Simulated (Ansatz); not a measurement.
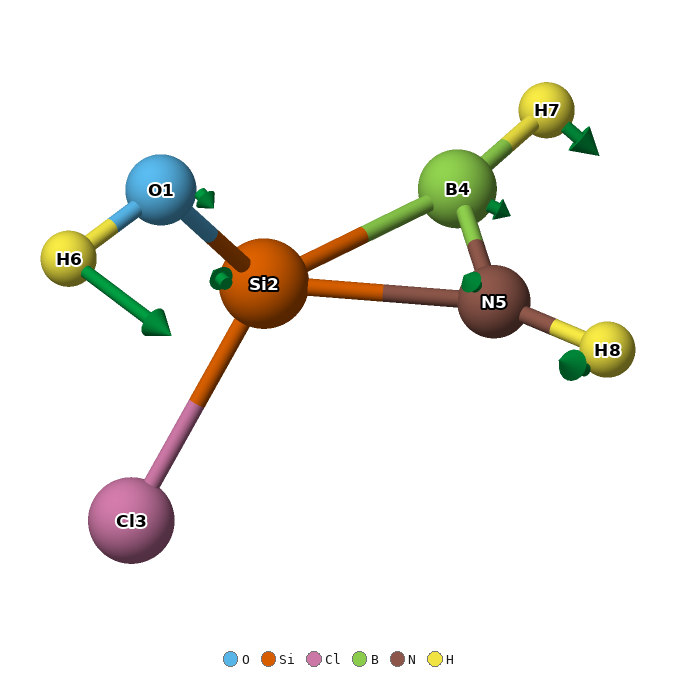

The arrows show one normal mode. Harmonic vibrations computed with RKS PBE0-D4/def2-TZVP (Ansatz 0.2.0) at a stationary point of the same level.

At what wavenumber does it lie?

Answer. 295 cm⁻¹; it is mode 5 of 18 counted from the lowest.
